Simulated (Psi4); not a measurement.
# One shape, several levels: InNH2Cl (SMILES [NH2][In][Cl])

Aim: a comparison of 3 runs (UB3LYP/def2-SVP, UBHLYP/def2-SVP, UPBE0/def2-SVP) of InNH2Cl. 

Program for the calculation: Psi4 1.11.

1 further run of the same task is left out (it didn't finish).

## 1. Starting point

InNH2Cl: 5 atoms, total charge 0, spin state doublet. SMILES: `[NH2][In][Cl]`. The In2–Cl3 distance was set to 3.553 Å, away from the relaxed value. At this shape a bond of the SMILES string is far longer than usual.

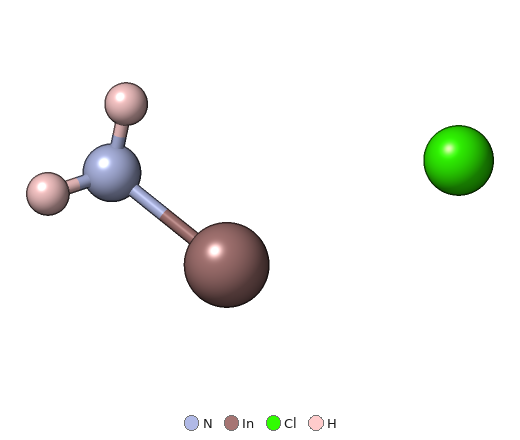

Viewed from a chosen angle; nitrogen light blue, indium brown, chlorine green, hydrogen pink.

## 2. A single-point energy at UB3LYP/def2-SVP (core potential) (run 1)

Input file calc.in:

```
memory 2.2 GB

molecule {
  0 2
  N     -1.044142     1.305446    -1.079895
  In    -1.313142    -0.720954    -0.739295
  Cl     1.391500    -2.211500     1.018700
  H     -1.901242     1.780646    -1.342695
  H     -0.689242     1.760046    -0.242195
  symmetry c1
  no_reorient
  no_com
}

set basis def2-SVP
set reference uks
set puream true
set e_convergence 1e-09
set d_convergence 1e-08
set scf_type pk
set dft_radial_points 99
set dft_spherical_points 590
set maxiter 100

e = energy('b3lyp')
```

Command:

```console
$ psi4 calc.in calc.out -n 1
```

calc.out:

```text
[...]
    !!!  WARNING: ECP capability is in beta. Please check occupations closely.  !!!
[...]
  Running in c1 symmetry.
[...]
  Nuclear repulsion =  123.518662029254287
[...]
  Multiplicity = 2
[...]
  Nalpha       = 24
  Nbeta        = 23
[...]
    Number of basis functions: 68
[...]
   @UKS iter   1:  -705.77489217364450   -9.24106e-01   1.26588e-02 ADIIS/DIIS
[...]
   @UKS iter  21:  -706.15654338423894   -9.09495e-13   5.01756e-09 DIIS
[...]
   @S^2 Observed:                7.637039468E-01
[...]
    Orbital Energies [Eh]
    ---------------------
    Alpha Occupied:
       1A   -101.442849     2A    -14.334291     3A     -9.393813
       4A     -7.167217     5A     -7.152781     6A     -7.152441
       7A     -4.693861     8A     -3.098777     9A     -3.097600
      10A     -3.090396    11A     -0.854961    12A     -0.785959
      13A     -0.785941    14A     -0.780917    15A     -0.779593
      16A     -0.768612    17A     -0.735298    18A     -0.489048
      19A     -0.425826    20A     -0.309637    21A     -0.295580
      22A     -0.261516    23A     -0.259193    24A     -0.254275
    Alpha Virtual:
      25A     -0.075868    26A     -0.068032    27A     -0.004253
[...]
  @UKS Final Energy:  -706.15654338423894
   => Energetics <=
    Nuclear Repulsion Energy =            123.5186620292542869
    One-Electron Energy =               -1292.7557552794842195
    Two-Electron Energy =                 505.6468256994875787
    DFT Exchange-Correlation Energy =     -42.5662758334967037
    Empirical Dispersion Energy =           0.0000000000000000
    VV10 Nonlocal Energy =                  0.0000000000000000
    Total Energy =                       -706.1565433842389439
[...]
 Multipole Moments:
 ------------------------------------------------------------------------------------
     Multipole            Electronic (a.u.)      Nuclear  (a.u.)        Total (a.u.)
 ------------------------------------------------------------------------------------
 L = 1.  Multiply by 2.5417464519 to convert [e a0] to [Debye]
 Dipole X            :         24.2884539          -26.1159395           -1.8274855
 Dipole Y            :         76.8677242          -75.6962303            1.1714939
 Dipole Z            :         13.1853236          -13.8922271           -0.7069035
 Magnitude           :                                                    2.2829398
[...]
```

Wall time 35 s (1 thread of Intel Xeon at 2.50GHz (Skylake/Cascade Lake), shared host); peak memory 0.67 GiB.

## 3. Energy and forces at UBHLYP/def2-SVP (core potential) (run 2)

Input file job.dat:

```
memory 2200 MB

molecule mol {
  0 2
  N     -1.044142     1.305446    -1.079895
  In    -1.313142    -0.720954    -0.739295
  Cl     1.391500    -2.211500     1.018700
  H     -1.901242     1.780646    -1.342695
  H     -0.689242     1.760046    -0.242195
  symmetry c1
}

set {
  basis                def2-SVP
  reference            uks
  puream               true
  e_convergence        1e-09
  d_convergence        1e-08
  scf_type             pk
  dft_radial_points    99
  dft_spherical_points 590
  maxiter              100
}

gradient('bhhlyp')
```

Command:

```console
$ psi4 -i job.dat -o job.out -n 1
```

job.out, cut to the lines that bear on the results:

```text
[...]
    !!!  WARNING: ECP capability is in beta. Please check occupations closely.  !!!
[...]
  Running in c1 symmetry.
[...]
  Nuclear repulsion =  123.518662029254287
[...]
  Multiplicity = 2
[...]
  Nalpha       = 24
  Nbeta        = 23
[...]
    Number of basis functions: 68
[...]
   @UKS iter   1:  -705.60279509412965   -1.20557e+00   1.11986e-02 DIIS/ADIIS
[...]
   @UKS iter  26:  -705.95139566594219   -1.63709e-11   7.56400e-09 DIIS
[...]
   @S^2 Observed:                7.857617562E-01
[...]
  @UKS Final Energy:  -705.95139566594219
   => Energetics <=
    Nuclear Repulsion Energy =            123.5186620292542869
    One-Electron Energy =               -1292.7570595941883766
    Two-Electron Energy =                 490.4770176432394919
    DFT Exchange-Correlation Energy =     -27.1900157442476242
    Empirical Dispersion Energy =           0.0000000000000000
    VV10 Nonlocal Energy =                  0.0000000000000000
    Total Energy =                       -705.9513956659421865
[...]
 Multipole Moments:
 ------------------------------------------------------------------------------------
     Multipole            Electronic (a.u.)      Nuclear  (a.u.)        Total (a.u.)
 ------------------------------------------------------------------------------------
 L = 1.  Multiply by 2.5417464519 to convert [e a0] to [Debye]
 Dipole X            :        -39.4923675           37.8409884           -1.6513791
 Dipole Y            :          2.5096316           -1.6377902            0.8718413
 Dipole Z            :        -21.9804138           21.4673951           -0.5130187
 Magnitude           :                                                    1.9365816
[...]
  -Total Gradient:
     Atom            X                  Y                   Z
    ------   -----------------  -----------------  -----------------
       1        0.003444576682    -0.001650768415    -0.003640041529
       2       -0.015000764504     0.014746462379    -0.009167311205
       3        0.013698153107    -0.006942320615     0.008873338081
       4       -0.002156706570    -0.003538706038     0.001043446998
       5        0.000017671557    -0.002617929679     0.002895937015
[...]
```

Wall time 49 s (1 thread of Intel Xeon at 2.50GHz (Skylake/Cascade Lake), shared host); peak memory 0.67 GiB.

## 4. A single-point energy at UPBE0/def2-SVP (core potential) (run 3)

Input file input.dat:

```
memory 2200 MB

molecule system {
  0 2
  N     -1.044142     1.305446    -1.079895
  In    -1.313142    -0.720954    -0.739295
  Cl     1.391500    -2.211500     1.018700
  H     -1.901242     1.780646    -1.342695
  H     -0.689242     1.760046    -0.242195
  symmetry c1
}

set {
  basis                def2-SVP
  reference            uks
  puream               true
  e_convergence        1e-09
  d_convergence        1e-08
  scf_type             pk
  dft_radial_points    99
  dft_spherical_points 590
  maxiter              100
}

e_tot, wfn = energy("pbe0", return_wfn=True)
oeprop(wfn, "DIPOLE", "WIBERG_LOWDIN_INDICES", "MAYER_INDICES", title="PBE0")
```

Command:

```console
$ psi4 -n 1 input.dat output.dat
```

output.dat:

```text
[...]
    !!!  WARNING: ECP capability is in beta. Please check occupations closely.  !!!
[...]
  Running in c1 symmetry.
[...]
  Nuclear repulsion =  123.518662029254287
[...]
  Multiplicity = 2
[...]
  Nalpha       = 24
  Nbeta        = 23
[...]
    Number of basis functions: 68
[...]
   @UKS iter   1:  -705.47294789420346   -1.01151e+00   1.22540e-02 ADIIS/DIIS
[...]
   @UKS iter  23:  -705.85113220930771   -1.81899e-12   5.76664e-09 DIIS
[...]
   @S^2 Observed:                7.697926467E-01
[...]
    Orbital Energies [Eh]
    ---------------------
    Alpha Occupied:
       1A   -101.617609     2A    -14.398484     3A     -9.465755
       4A     -7.211864     5A     -7.197035     6A     -7.196796
       7A     -4.740496     8A     -3.137794     9A     -3.136674
      10A     -3.128934    11A     -0.877489    12A     -0.808201
      13A     -0.808178    14A     -0.802744    15A     -0.801515
      16A     -0.789945    17A     -0.755877    18A     -0.500652
      19A     -0.437435    20A     -0.321245    21A     -0.307333
      22A     -0.272377    23A     -0.270972    24A     -0.263691
    Alpha Virtual:
      25A     -0.069580    26A     -0.061861    27A      0.004446
[...]
  @UKS Final Energy:  -705.85113220930771
   => Energetics <=
    Nuclear Repulsion Energy =            123.5186620292542869
    One-Electron Energy =               -1292.6966352119491148
    Two-Electron Energy =                 503.0569490481362891
    DFT Exchange-Correlation Energy =     -39.7301080747491682
    Empirical Dispersion Energy =           0.0000000000000000
    VV10 Nonlocal Energy =                  0.0000000000000000
    Total Energy =                       -705.8511322093077069
[...]
 Multipole Moments:
 ------------------------------------------------------------------------------------
     Multipole            Electronic (a.u.)      Nuclear  (a.u.)        Total (a.u.)
 ------------------------------------------------------------------------------------
 L = 1.  Multiply by 2.5417464519 to convert [e a0] to [Debye]
 Dipole X            :        -39.7626321           37.8409884           -1.9216437
 Dipole Y            :          2.8195011           -1.6377902            1.1817109
 Dipole Z            :        -22.2157309           21.4673951           -0.7483358
 Magnitude           :                                                    2.3767965
[...]
```

It took 40 s on 1 thread of Intel Xeon at 2.50GHz (Skylake/Cascade Lake), shared host; peak memory 0.67 GiB.

## 5. Overview of the runs

| run | level | task | properties | energy (Eh) | dipole moment (D) | HOMO energy (eV) | LUMO energy (eV) | wall time |
| --- | --- | --- | --- | --- | --- | --- | --- | --- |
| 1 | UB3LYP/def2-SVP (core potential) | energy | – | -706.156543 | 5.80 | -6.50 | -4.93 | 35 s |
| 2 | UBHLYP/def2-SVP (core potential) | gradient | – | -705.951396 | 4.92 | -7.23 | -4.00 | 49 s |
| 3 | UPBE0/def2-SVP (core potential) | energy | (dipole, wiberg, mayer) | -705.851132 | 6.04 | -6.68 | -4.76 | 40 s |

## 6. Outcome

| quantity | value |
| --- | --- |
| run 3: total energy | -705.85113 Eh |
| run 3: dipole moment | 6.04 D |
| run 3: HOMO energy (highest over α and β) | -6.68 eV |
| run 3: LUMO energy (lowest over α and β) | -4.76 eV |
| run 3: ⟨S²⟩ | 0.770 |

In words: The dipole moment (its size) runs from 4.92 D (UBHLYP/def2-SVP) to 6.04 D (UPBE0/def2-SVP). Totals of different functionals can't be ranked against each other. All runs together took 2.1 min, the longest 49 s.
